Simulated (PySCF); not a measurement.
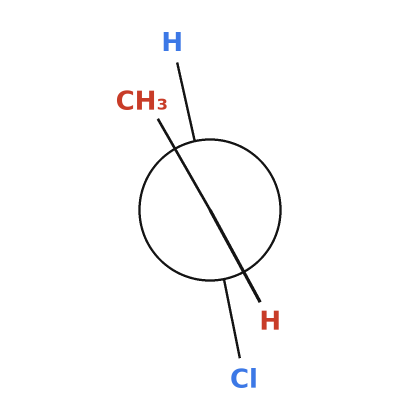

A Newman projection along the N–Al bond, nitrogen in front; angles are drawn as computed, but eclipsed bonds slightly apart. Computed geometry: PBE0-D3(BJ)/def2-SVP optimisation. No frequency run is at hand to confirm it as a minimum.

Question: Which molecule is it?

Answer: CH5AlClN, C[NH][AlH][Cl]

Question: What is the torsion angle from the front CH3 to the back Cl? The sign is positive where the front bond must turn clockwise to cover the back bond.

Answer: −178°, antiperiplanar (anti).
